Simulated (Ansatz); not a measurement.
# CaSiN: one candidate of a structure search

The task: take a trial cell of CaSiN to zero force and stress.

Method: DFT PBE, scalar-relativistic, plane waves, PAW, in Ansatz 0.2.0.

### 1 The starting structure

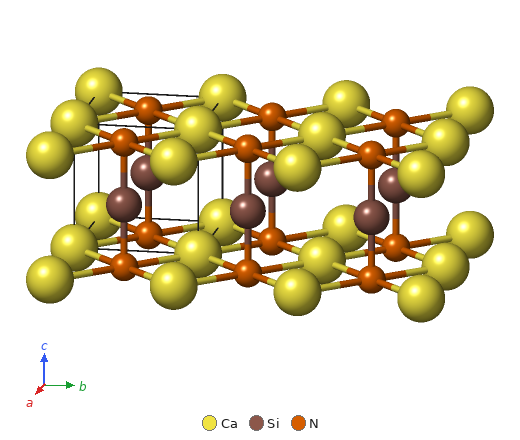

The starting structure, seen slightly off an axis (calcium yellow, silicon brown, nitrogen orange). 2×3×1 cells are drawn. Atoms on the faces are drawn again on the opposite ones.

Structure file:

```
CELL_PARAMETERS angstrom
3.56688 0.00000 0.00000
0.00000 3.56688 0.00000
0.00000 0.00000 3.64022
ATOMIC_POSITIONS crystal
Ca 0.00000 0.00000 0.00000
Si 0.50000 0.50000 0.50000
N 0.50000 0.50000 0.00000
```

Recipe of the guess: species swapped into a database cell of HoCoC (P4/mmm, No. 123), with Ca on the Ho sites, Si on the Co sites and N on the C sites. The dimensions are guesses.

### 2 Probe: one point on a coarse mesh

Input file input.yaml:

```yaml
crystal:
  lattice:
    - [3.56687647, 0.0, 0.0]
    - [0.0, 3.56687647, 0.0]
    - [0.0, 0.0, 3.64021551]
  atoms:
    - { symbol: Ca, position: [0.0, 0.0, 0.0] }
    - { symbol: Si, position: [0.5, 0.5, 0.5] }
    - { symbol: "N", position: [0.5, 0.5, 0.0] }
basis:
  ecutwfc: 420
kpoints:
  mp_grid: { grid: [6, 6, 6] }
hamiltonian:
  xc: pbe
scf:
  occupations: { method: gaussian, width: 0.1 }
  lower_state_search: "off"
output:
  forces: true
  stress: true
  eigenvalues: true
```

Command:

```sh
$ ansatz run input.yaml --threads 1 --pin off --max-ram 2560MiB --backend cpu --events-out ev --progress --plain --runs-dir out
```

Output (excerpt; [...] marks lines left out):

```text
[...]
SCF converged after 6 iterations
Free energy (F): -2838.285602 eV
[...]
E sigma→0 (E₀):  -2838.283235 eV
Entropy (-TS):   -0.004734 eV (-1.578 meV/atom)
Fermi energy:    9.374445 eV
[...]
--- Forces (eV/Å), atoms counted from 1 ---
  atom   1  Ca    -0.00000000    -0.00000000     0.00000000
  atom   2  Si     0.00000000    -0.00000000     0.00000000
  atom   3  N      0.00000000     0.00000000     0.00000000
[...]
--- Stress (GPa, compression-positive) ---
       -0.378105       0.000000       0.000000
        0.000000      -0.378105       0.000000
        0.000000       0.000000       2.103775
  P = ⅓ Tr σ = 0.4492 GPa (4.492 kbar)
--- Band table (eV; the first three rows and the last of 40) ---
  k-point 0: bands = ["-30.9399", "-11.9626", "-11.9335", "-11.9335", "-6.7901", "2.8258", "4.1609", "6.0159", "6.0159", "10.2458", "13.4557", "13.8858", "13.8858", "14.0664"]
[...]
```

Wall time 1.1 s (1 thread of Intel Xeon Platinum 8488C (Sapphire Rapids), shared host); peak memory 0.36 GiB.

From the probe: pressure 0.4 GPa, largest force 0.00 eV/Å, gap on this mesh none (metal). The coarse relaxation is skipped.

### 3 Spin check on a coarse mesh

input.yaml: that of step 2 with these lines changed.

```diff
@@ -8,3 +8,3 @@
     - { symbol: Si, position: [0.5, 0.5, 0.5] }
-    - { symbol: "N", position: [0.5, 0.5, 0.0] }
+    - { symbol: "N", position: [0.5, 0.5, 0.0], spin: 1.0 }
 basis:
@@ -22 +22,4 @@
   eigenvalues: true
+  populations: true
+magnetization:
+  spin_polarized: true
```

Command:

```sh
$ ansatz run input.yaml --threads 1 --pin off --max-ram 2560MiB --backend cpu --events-out ev --progress --plain --runs-dir out
```

Output (excerpt; [...] marks lines left out):

```text
[...]
SCF converged after 16 iterations
Magnetization: 0.0000 μB (9.5000 up, 9.5000 down)
Absolute magnetization: 0.0000 μB (∫|ρ↑−ρ↓|, with the PAW one-centre terms)
Spin contamination: 0.0000 ħ² per cell (⟨S²⟩ above its minimum at these occupations)
Per-site moments (μB) at R_I (Å): [(9.255022977784097e-8, 1.0403920475815907), (-1.5863677089326584e-7, 0.7507944489375), (3.057716453865977e-8, 0.7507944489375)]
Free energy (F): -2838.285602 eV
[...]
E sigma→0 (E₀):  -2838.283235 eV
Entropy (-TS):   -0.004733 eV (-1.578 meV/atom)
Fermi energy:    9.374438 eV
[...]
--- Forces (eV/Å), atoms counted from 1 ---
  atom   1  Ca    -0.00000000     0.00000000     0.00000000
  atom   2  Si     0.00000000     0.00000000     0.00000000
  atom   3  N      0.00000000     0.00000000     0.00000000
[...]
--- Stress (GPa, compression-positive) ---
       -0.378039       0.000000       0.000000
        0.000000      -0.378039       0.000000
        0.000000       0.000000       2.103696
  P = ⅓ Tr σ = 0.4492 GPa (4.492 kbar)
--- Band table (eV; the first three rows and the last of 80) ---
  k-point 0 ↑: bands = ["-30.9399", "-11.9625", "-11.9334", "-11.9334", "-6.7901", "2.8258", "4.1609", "6.0159", "6.0159", "10.2458", "13.4558", "13.8858", "13.8858", "14.0664"]
[...]
--- Löwdin populations: 3 sites ---
  site symbol       q [e]    m [muB]
     0     Ca      8.3293     0.0000
     1     Si      4.0538    -0.0000
     2      N      6.1275     0.0000
  spilling = 0.025758 (of n_electrons = 19.000000)
```

It took 4 s on 1 thread of Intel Xeon Platinum 8488C (Sapphire Rapids), shared host; peak memory 0.39 GiB.

Site by site:

```tsv
atom	Löwdin electrons
Ca1	8.33
Si2	4.05
N3	6.13
```

The Löwdin counts miss 0.49 of the 19 electrons, which the atomic orbitals do not span, so they are no charges.

The same cell is solved with trial moments on N. The largest site moment that stays is 0.00 μB and the cell's total 0.00 μB. The workflow keeps spin only above 0.25 μB on a site, so the next run goes without spin.

### 4 Relaxation on the finer mesh

Input file input.yaml:

```yaml
crystal:
  lattice:
    - [3.56687647, 0.0, 0.0]
    - [0.0, 3.56687647, 0.0]
    - [0.0, 0.0, 3.64021551]
  atoms:
    - { symbol: Ca, position: [0.0, 0.0, 0.0] }
    - { symbol: Si, position: [0.5, 0.5, 0.5] }
    - { symbol: "N", position: [0.5, 0.5, 0.0] }
basis:
  ecutwfc: 420
kpoints:
  mp_grid: { grid: [14, 14, 12] }
hamiltonian:
  xc: pbe
scf:
  occupations: { method: gaussian, width: 0.1 }
output:
  forces: true
  stress: true
  eigenvalues: true
relax:
  adjacent_minimum: "off"
  f_tol: 0.01
  max_steps: 80
  cell: { stress_tol: 0.05 }
```

Command:

```sh
$ ansatz run input.yaml --threads 1 --pin off --max-ram 2560MiB --backend cpu --events-out ev --progress --plain --runs-dir out
```

Output:

```text
Warning: RAYON_NUM_THREADS=1 ignored (pool sized by the plan → 1); use --threads N
Engine: ansatz 0.2.0, x86_64-unknown-linux-gnu
Pseudopotentials: kind: paw
Pseudopotential: Ca, paw, valence charge 10, recommended cutoff 420 eV (normal), Ca.paw.azcp
Pseudopotential: Si, paw, valence charge 4, recommended cutoff 420 eV (normal), Si.paw.azcp
Pseudopotential: N, paw, valence charge 5, recommended cutoff 420 eV (normal), N.paw.azcp
Functional definition: PBE
  parameter kappa = 0.804
  parameter beta = 0.06672455060314922
  exchange = pbe_x(kappa = kappa, mu = beta*pi^2/3)
  correlation = pbe_c(beta = beta)
Crystal: 3 atoms, lattice volume = 46.313 Å³
Basis set: ecut = 420 eV, 913 PW (Γ), exchange–correlation on 48×48×50 points (8 copies of the dense FFT grid, shifted against one another)
Bands: 14, of which v1, the nominal top of the filled ones, is band 10 counted from 1 (9 counted from 0)
Symmetry: 16 space group operations
Space group: P4/mmm (ITA 123), of the structure as read, at distance tolerance 3.6e-5 Å
k-points: 252 of 2352
Non-local potential: Ca, projectors of the file, l = 0: 3, l = 1: 2, l = 2: 2
Non-local potential: Si, projectors of the file, l = 0: 2, l = 1: 2, l = 2: 2
Non-local potential: N, projectors of the file, l = 0: 2, l = 1: 2, l = 2: 1
PAW form: soft (Blöchl's): semilocal exchange-correlation on the pseudo side does not see the compensation charge
PAW one-centre angular grid: Ca, 110 points (default); XC on 64 Gauss nodes
PAW one-centre angular grid: Si, 110 points (default); XC on 64 Gauss nodes
PAW one-centre angular grid: N, 110 points (default); XC on 64 Gauss nodes
Initial density: superposition of atomic densities (neutral atoms: chi_scale 0, normalization atom), corrected by the library's trained network
Initial wavefunctions: pseudopotential atomic-orbital guess
Functional: x = pbe(κ = 0.804, μ = 0.2195149727645171), c = pbe(β = 0.06672455060314922)
SCF iter   1: F=—  HF=-2838.287853 eV  |F-HF|=—  |Δ(HF+E_count)|=         —  Δρ=5.82e-3  dr2=1.67e-2  ethr=1.77e-3  ⟨swp⟩=6.4  Hψ=23630  notcnv=0
preconditioner: auto → none  [metal: Δε(μ)=0.037 eV  Ē_g=15.247 eV  σ=0.100 eV  W_gap=0.20  n_scr=6 (ndim 8)  ℏωp=22.5 eV  f_vac=0.000  D(μ)=0.84/eV (n_scr^D=6)  sad-step TF]
SCF iter   2: F=—  HF=-2838.285114 eV  |F-HF|=—  |Δ(HF+E_count)|=   2.74e-3  Δρ=3.43e-3  dr2=6.91e-3  ethr=8.80e-5  ⟨swp⟩=1.0  Hψ=5544  notcnv=0
SCF iter   3: F=—  HF=-2838.283442 eV  |F-HF|=—  |Δ(HF+E_count)|=   1.67e-3  Δρ=8.52e-4  dr2=5.91e-4  ethr=3.64e-5  ⟨swp⟩=2.5  Hψ=5619  notcnv=0
SCF iter   4: F=—  HF=-2838.283244 eV  |F-HF|=—  |Δ(HF+E_count)|=   1.98e-4  Δρ=2.95e-4  dr2=1.61e-5  ethr=3.11e-6  ⟨swp⟩=3.0  Hψ=5841  notcnv=0
SCF iter   5: F=—  HF=-2838.283100 eV  |F-HF|=—  |Δ(HF+E_count)|=   1.43e-4  Δρ=6.03e-5  dr2=2.57e-6  ethr=8.46e-8  ⟨swp⟩=2.1  Hψ=4782  notcnv=0
SCF iter   6: F=—  HF=-2838.283100 eV  |F-HF|=—  |Δ(HF+E_count)|=   7.26e-7  Δρ=1.66e-5  dr2=2.14e-7  ethr=1.35e-8  ⟨swp⟩=2.1  Hψ=4339  notcnv=0
SCF iter   7: F=-2838.283100 eV  HF=-2838.283100 eV  |F-HF|=1.94e-10  |Δ(HF+E_count)|=   6.91e-8  Δρ=1.33e-6  dr2=5.46e-10  ethr=5.26e-10  ⟨swp⟩=5.8  Hψ=16627  notcnv=0
SCF 1 converged in 7 iterations: F = -2838.283100 eV  dr2 = 5.46e-10
relax step   1: F+E_penalty+E_count = -2838.28309967 eV  Δ(F+E_penalty+E_count) = +0.000e0 eV  max|allowed force component| = 1.190e-29 eV/Å  Δτ_max = 0.0000 Å  P = +0.329 GPa  Ω = 46.313 Å³  (7 SCF iters, dr2 threshold 1.00e-7 eV, accepted)
Crystal: 3 atoms, lattice volume = 45.833 Å³
Basis set: ecut = 420 eV, 905 PW (Γ), exchange–correlation on 48×48×50 points (8 copies of the dense FFT grid, shifted against one another)
Initial density: handed on by an earlier stage of this run
Initial wavefunctions: those handed on with the density
iter 1 solved again at ethr=5.45e-6 eV; its pass at ethr=3.10e-3 eV (dr2=1.04e-3 eV) is discarded
SCF iter   1: F=—  HF=-2838.287800 eV  |F-HF|=—  |Δ(HF+E_count)|=         —  Δρ=1.28e-3  dr2=1.09e-3  ethr=5.45e-6  ⟨swp⟩=1.7  Hψ=25231  notcnv=0
preconditioner: auto → none  [metal: Δε(μ)=0.038 eV  Ē_g=15.241 eV  σ=0.100 eV  W_gap=0.21  n_scr=6 (ndim 8)  ℏωp=22.6 eV  f_vac=0.000  D(μ)=0.77/eV (n_scr^D=2)]
SCF iter   2: F=—  HF=-2838.287467 eV  |F-HF|=—  |Δ(HF+E_count)|=   3.33e-4  Δρ=4.36e-4  dr2=8.51e-5  ethr=5.45e-6  ⟨swp⟩=2.3  Hψ=4808  notcnv=0
SCF iter   3: F=—  HF=-2838.287310 eV  |F-HF|=—  |Δ(HF+E_count)|=   1.57e-4  Δρ=1.00e-4  dr2=2.81e-6  ethr=4.48e-7  ⟨swp⟩=2.3  Hψ=5082  notcnv=0
iter 4 did not close the SCF: its close was put off for the readings that it lacked (scf_convergence_deferred on its scf_iter line)
SCF iter   4: F=-2838.287310 eV  HF=-2838.287310 eV  |F-HF|=1.01e-7  |Δ(HF+E_count)|=   3.64e-7  Δρ=2.96e-5  dr2=2.29e-7  ethr=1.48e-8  ⟨swp⟩=2.2  Hψ=5480  notcnv=0
iter 5 did not close the SCF: its close was put off for the readings that it lacked (scf_convergence_deferred on its scf_iter line)
SCF iter   5: F=-2838.287310 eV  HF=-2838.287310 eV  |F-HF|=1.25e-8  |Δ(HF+E_count)|=   1.46e-7  Δρ=6.85e-6  dr2=1.04e-8  ethr=1.20e-9  ⟨swp⟩=2.2  Hψ=4837  notcnv=0
SCF iter   6: F=-2838.287310 eV  HF=-2838.287310 eV  |F-HF|=3.77e-11  |Δ(HF+E_count)|=   1.37e-8  Δρ=5.14e-7  dr2=7.29e-11  ethr=5.48e-11  ⟨swp⟩=1.3  Hψ=10756  notcnv=0
SCF 2 converged in 6 iterations: F = -2838.287310 eV  dr2 = 7.29e-11
relax step   2: F+E_penalty+E_count = -2838.28731006 eV  Δ(F+E_penalty+E_count) = -4.210e-3 eV  max|allowed force component| = 1.183e-30 eV/Å  Δτ_max = 0.0000 Å  P = +0.943 GPa  Ω = 45.833 Å³  energy of the carried Pulay correction = +6.253e-4 eV  (6 SCF iters, dr2 threshold 3.00e-7 eV, accepted)
Crystal: 3 atoms, lattice volume = 46.261 Å³
Basis set: ecut = 420 eV, 921 PW (Γ), exchange–correlation on 48×48×50 points (8 copies of the dense FFT grid, shifted against one another)
iter 1 solved again at ethr=7.72e-6 eV; its pass at ethr=3.10e-3 eV (dr2=1.47e-3 eV) is discarded
SCF iter   1: F=—  HF=-2838.289724 eV  |F-HF|=—  |Δ(HF+E_count)|=         —  Δρ=2.04e-3  dr2=1.51e-3  ethr=7.72e-6  ⟨swp⟩=1.8  Hψ=25281  notcnv=0
preconditioner: auto → none  [metal: Δε(μ)=0.016 eV  Ē_g=15.178 eV  σ=0.100 eV  W_gap=0.09  n_scr=6 (ndim 8)  ℏωp=22.5 eV  f_vac=0.000  D(μ)=0.76/eV (n_scr^D=2)]
SCF iter   2: F=—  HF=-2838.289310 eV  |F-HF|=—  |Δ(HF+E_count)|=   4.13e-4  Δρ=6.39e-4  dr2=1.30e-4  ethr=7.72e-6  ⟨swp⟩=2.3  Hψ=4561  notcnv=0
SCF iter   3: F=—  HF=-2838.289104 eV  |F-HF|=—  |Δ(HF+E_count)|=   2.07e-4  Δρ=1.22e-4  dr2=5.31e-6  ethr=6.82e-7  ⟨swp⟩=2.5  Hψ=5077  notcnv=0
iter 4 did not close the SCF: its close was put off for the readings that it lacked (scf_convergence_deferred on its scf_iter line)
SCF iter   4: F=-2838.289103 eV  HF=-2838.289103 eV  |F-HF|=8.36e-9  |Δ(HF+E_count)|=   7.21e-7  Δρ=2.45e-5  dr2=1.56e-7  ethr=2.80e-8  ⟨swp⟩=2.2  Hψ=5201  notcnv=0
iter 5 did not close the SCF: its close was put off for the readings that it lacked (scf_convergence_deferred on its scf_iter line)
SCF iter   5: F=-2838.289103 eV  HF=-2838.289103 eV  |F-HF|=2.68e-9  |Δ(HF+E_count)|=   3.65e-8  Δρ=7.38e-6  dr2=1.35e-8  ethr=8.21e-10  ⟨swp⟩=2.0  Hψ=5659  notcnv=0
SCF iter   6: F=-2838.289103 eV  HF=-2838.289103 eV  |F-HF|=6.82e-11  |Δ(HF+E_count)|=   5.86e-9  Δρ=8.21e-7  dr2=2.11e-10  ethr=7.12e-11  ⟨swp⟩=1.5  Hψ=10668  notcnv=0
the search or the solves at the SCF's close seem to have found levels that the self-consistency loop had missed (the run counts 1). By its estimate they hold under 1e-12 electrons; where the run keeps them, the occupations were computed again with them
SCF 3 converged in 6 iterations: F = -2838.289103 eV  dr2 = 2.11e-10
relax step   3: F+E_penalty+E_count = -2838.28910299 eV  Δ(F+E_penalty+E_count) = -1.793e-3 eV  max|allowed force component| = 3.418e-30 eV/Å  Δτ_max = 0.0000 Å  P = -0.302 GPa  Ω = 46.261 Å³  energy of the carried Pulay correction = +1.082e-4 eV  (6 SCF iters, dr2 threshold 3.00e-7 eV, accepted)
Crystal: 3 atoms, lattice volume = 46.139 Å³
iter 1 solved again at ethr=3.81e-7 eV; its pass at ethr=3.10e-3 eV (dr2=7.23e-5 eV) is discarded
SCF iter   1: F=—  HF=-2838.289607 eV  |F-HF|=—  |Δ(HF+E_count)|=         —  Δρ=4.21e-4  dr2=7.52e-5  ethr=3.81e-7  ⟨swp⟩=2.2  Hψ=24454  notcnv=0
preconditioner: auto → none  [metal: Δε(μ)=0.020 eV  Ē_g=15.197 eV  σ=0.100 eV  W_gap=0.11  n_scr=6 (ndim 8)  ℏωp=22.5 eV  f_vac=0.000  D(μ)=0.75/eV (n_scr^D=2)]
SCF iter   2: F=—  HF=-2838.289431 eV  |F-HF|=—  |Δ(HF+E_count)|=   1.76e-4  Δρ=1.17e-4  dr2=4.90e-6  ethr=3.81e-7  ⟨swp⟩=2.2  Hψ=4656  notcnv=0
iter 3 did not close the SCF: its close was put off for the readings that it lacked (scf_convergence_deferred on its scf_iter line)
SCF iter   3: F=-2838.289429 eV  HF=-2838.289429 eV  |F-HF|=3.85e-8  |Δ(HF+E_count)|=   1.48e-6  Δρ=2.22e-5  dr2=1.56e-7  ethr=2.58e-8  ⟨swp⟩=2.3  Hψ=4646  notcnv=0
iter 4 did not close the SCF: its close was put off for the readings that it lacked (scf_convergence_deferred on its scf_iter line)
SCF iter   4: F=-2838.289429 eV  HF=-2838.289429 eV  |F-HF|=1.63e-10  |Δ(HF+E_count)|=   5.09e-9  Δρ=3.69e-6  dr2=3.33e-9  ethr=8.21e-10  ⟨swp⟩=2.1  Hψ=4928  notcnv=0
iter 5 did not close the SCF: its close was put off for the readings that it lacked (scf_convergence_deferred on its scf_iter line)
SCF iter   5: F=-2838.289429 eV  HF=-2838.289429 eV  |F-HF|=2.42e-10  |Δ(HF+E_count)|=   1.34e-9  Δρ=1.03e-6  dr2=5.00e-10  ethr=1.75e-11  ⟨swp⟩=2.1  Hψ=5632  notcnv=0
SCF iter   6: F=-2838.289429 eV  HF=-2838.289429 eV  |F-HF|=2.73e-12  |Δ(HF+E_count)|=  2.46e-11  Δρ=1.49e-7  dr2=6.93e-12  ethr=2.63e-12  ⟨swp⟩=1.0  Hψ=10193  notcnv=0
SCF 4 converged in 6 iterations: F = -2838.289429 eV  dr2 = 6.93e-12
relax step   4: F+E_penalty+E_count = -2838.28942928 eV  Δ(F+E_penalty+E_count) = -3.263e-4 eV  max|allowed force component| = 1.183e-30 eV/Å  Δτ_max = 0.0000 Å  P = -0.005 GPa  Ω = 46.139 Å³  energy of the carried Pulay correction = +2.587e-4 eV  (6 SCF iters, dr2 threshold 3.00e-7 eV, accepted)
Initial wavefunctions: pseudopotential atomic-orbital guess (no wavefunctions were taken with the density)
iter 1 solved again at ethr=5.14e-7 eV; its pass at ethr=3.10e-3 eV (dr2=9.76e-5 eV) is discarded
SCF iter   1: F=—  HF=-2838.289409 eV  |F-HF|=—  |Δ(HF+E_count)|=         —  Δρ=5.12e-5  dr2=1.10e-7  ethr=5.14e-7  ⟨swp⟩=2.8  Hψ=31967  notcnv=0
eigensolver tolerance schedule: the retry pair's looser diagonalisation over-reported the residual by 882.80 of it (diagonalisation noise at 0.17 of the residual, at the tolerance the schedule requests for it); recorded, not acted on — ethr = c·dr2/N_el stays at c = 1.0e-1
preconditioner: auto → none  [metal: Δε(μ)=0.021 eV  Ē_g=15.196 eV  σ=0.100 eV  W_gap=0.12  n_scr=6 (ndim 8)  ℏωp=22.5 eV  f_vac=0.000  D(μ)=0.75/eV (n_scr^D=2)]
SCF iter   2: F=—  HF=-2838.289254 eV  |F-HF|=—  |Δ(HF+E_count)|=   1.55e-4  Δρ=2.54e-5  dr2=2.76e-8  ethr=5.81e-10  ⟨swp⟩=2.1  Hψ=6001  notcnv=0
SCF iter   3: F=—  HF=-2838.289254 eV  |F-HF|=—  |Δ(HF+E_count)|=   1.96e-7  Δρ=3.82e-6  dr2=2.10e-9  ethr=1.45e-10  ⟨swp⟩=2.0  Hψ=4936  notcnv=0
SCF iter   4: F=—  HF=-2838.289254 eV  |F-HF|=—  |Δ(HF+E_count)|=   2.85e-9  Δρ=1.12e-6  dr2=2.05e-10  ethr=1.11e-11  ⟨swp⟩=2.1  Hψ=5666  notcnv=0
SCF iter   5: F=—  HF=-2838.289254 eV  |F-HF|=—  |Δ(HF+E_count)|=  5.87e-11  Δρ=5.70e-7  dr2=4.81e-11  ethr=1.08e-12  ⟨swp⟩=2.0  Hψ=4881  notcnv=0
SCF iter   6: F=-2838.289254 eV  HF=-2838.289254 eV  |F-HF|=4.55e-13  |Δ(HF+E_count)|=  3.32e-11  Δρ=7.79e-8  dr2=7.75e-13  ethr=1.00e-12  ⟨swp⟩=5.0  Hψ=13068  notcnv=0
SCF 5 converged in 6 iterations: F = -2838.289254 eV  dr2 = 7.75e-13
relax step   5: F+E_penalty+E_count = -2838.28925447 eV  Δ(F+E_penalty+E_count) = +1.748e-4 eV  max|allowed force component| = 3.024e-30 eV/Å  Δτ_max = 0.0000 Å  P = -0.010 GPa  Ω = 46.139 Å³  stress off target by 1.97e-2 GPa  SCF on the basis re-selected at this cell (its energy is not comparable with the rows above)  (6 SCF iters)
basis re-selected at this cell: Δ(F+E_penalty+E_count) = +1.748e-4 eV, ΔP = -0.005 GPa vs the last step (what re-selecting the basis moved, of the pressure what is left beyond the Pulay correction that the steps carried, after the strain that the cell walked since its last selection, with what the two solves' SCF thresholds leave and, on support functions, any second-order correction that the steps lacked; it is no measure of the basis error at this ecutwfc). This SCF's stress stands 1.97e-2 GPa from its target on what of the cell is left free (relax.cell.stress_tol is 5.00e-2 GPa) and its largest allowed force component is 3.02e-30 eV/Å (relax.f_tol is 1.00e-2 eV/Å): within both
SCF converged after 6 iterations
Free energy (F): -2838.289254 eV
Harris-Foulkes:  -2838.289254 eV  (|F-HF|=4.55e-13)
Internal energy: -2838.285495 eV  (E = F + TS)
E sigma→0 (E₀):  -2838.287375 eV
Entropy (-TS):   -0.003759 eV (-1.253 meV/atom)
Fermi energy:    9.338607 eV
--- Per-component energies (eV) ---
  E_band       = -98.866621
  E_kinetic    = 452.463181
  E_local      = -932.281794  (includes V_loc(G=0)·N_el)
  E_nonlocal   = 134.045972
  E_hartree    = 314.505152
  E_xc         = -254.166272
  E_vxc        = -296.607097  (∫ρ·V_xc dr)
  E_paw        = -1497.773709  (= ΣΔE_a)
  E_vpaw       = -85.497277  (= ΣTr[D̂ρ^β])
  E_aug_tail   = 0.000095  (compensation charges beyond the density's cutoff)
  E_ewald      = -1055.078121
  E_smearing   = -0.003759  (= −TS)
  E_closure    = -0.000000  (closes the sum)
  Σ components = -2838.289254   (vs F -2838.289254, Δ=0.00e0)
--- Forces (eV/Å), atoms counted from 1 ---
  atom   1  Ca    -0.00000000     0.00000000     0.00000000
  atom   2  Si     0.00000000    -0.00000000     0.00000000
  atom   3  N      0.00000000    -0.00000000     0.00000000
  max |Σ_I F_I| component: 5.13e-30 eV/Å
--- Stress (GPa, compression-positive) ---
       -0.019699       0.000000       0.000000
        0.000000      -0.019699       0.000000
        0.000000       0.000000       0.008202
  P = ⅓ Tr σ = -0.0104 GPa (-0.104 kbar)
--- Band table (eV; the first three rows and the last of 252) ---
  k-point 0: bands = ["-30.8356", "-11.8761", "-11.8247", "-11.8247", "-6.6712", "2.9030", "4.0366", "6.1725", "6.1725", "10.3304", "13.6183", "13.8525", "13.8525", "14.2188"]
  k-point 1: bands = ["-30.8348", "-11.8894", "-11.8235", "-11.8235", "-6.6320", "2.2940", "4.7007", "6.2073", "6.2073", "10.3861", "13.0921", "13.0921", "13.6988", "14.2399"]
  k-point 2: bands = ["-30.8325", "-11.9254", "-11.8203", "-11.8203", "-6.5212", "1.4101", "5.7522", "6.3077", "6.3077", "10.5488", "12.2000", "12.2000", "13.8732", "14.2987"]
  k-point 251: bands = ["-30.7821", "-12.0224", "-12.0224", "-11.9757", "-5.7469", "0.4372", "5.9722", "5.9722", "6.5974", "6.5974", "12.5316", "12.7572", "15.2360", "15.5877"]
--- Relaxed structure (4 steps of the walk, 4 accepted, 1 SCFs on fresh bases) ---
  F+E_penalty+E_count = -2838.28925447 eV   max|allowed force component| = 3.024e-30 eV/Å   (the final SCF, on the basis selected at the relaxed cell)
  cell:  # Å, volume = 46.1386 Å³
    - [3.541715514783169, -3.825816527766951e-34, 0.0]
    - [-3.825816527766951e-34, 3.541715514783169, 0.0]
    - [0.0, 0.0, 3.6782179904548284]
  atoms:
    - { symbol: Ca, position: [6.419798988446091e-36, 9.145247532308984e-37, 0.0] }
    - { symbol: Si, position: [0.5, 0.5, 0.5] }
    - { symbol: N, position: [0.5, 0.5, 0.0] }
```

Run time: 31 s. Hardware: 1 thread of Intel Xeon Platinum 8488C (Sapphire Rapids), shared host; peak memory 0.51 GiB.

Relaxation path:

```csv
step,E - E(step 1) (eV/cell),largest force component (eV/Å),pressure (GPa),volume (Å³)
1,0.0000,0.0000,0.33,46.31
2,-0.0042,0.0000,0.94,45.83
3,-0.0060,0.0000,-0.30,46.26
4,-0.0063,0.0000,-0.01,46.14
5,-0.0062,0.0000,-0.01,46.14
```

Step 1 is the start. Step 5 repeats the geometry before it on a plane-wave basis chosen anew for that cell, so its energy need not be comparable with the rows above.

|  | before | after | change |
| --- | --- | --- | --- |
| a (Å) | 3.567 | 3.542 | -0.7 % |
| b (Å) | 3.567 | 3.542 | -0.7 % |
| c (Å) | 3.640 | 3.678 | +1.0 % |
| volume (Å³/atom) | 15.44 | 15.38 | -0.4 % |
| shortest distance (Å) | 1.820 | 1.839 | +1.0 % |
| space group (0.01 Å) | P4/mmm | P4/mmm | same |

The run keeps the 16 symmetry operations of the start, so it could not have lowered the symmetry.

### 5 Results

| quantity | value |
| --- | --- |
| symmetry at the end (tolerance 0.05 Å) | space group P4/mmm (No. 123) |
| conventional cell | a = 3.542 Å, b = 3.542 Å, c = 3.678 Å, α = 90.00°, β = 90.00°, γ = 90.00° |
| volume | 15.38 Å³/atom |
| energy over the elements (uncorrected; H, N, O, F and Cl as molecules) | -0.53 eV/atom |
| gap on the mesh | none (metal) |

**Reading.** The space group P4/mmm (No. 123) is kept, at nearly the size of the first guess. A negative formation energy is needed for stability but isn't enough; other structures and compounds were not set against it here. No finished test with a distortion of lower symmetry is shown, so the end may be a saddle point. A spin-polarised run here lost its starting moments, which speaks against magnetism, though one start doesn't rule it out. Other magnetic orders were not searched.
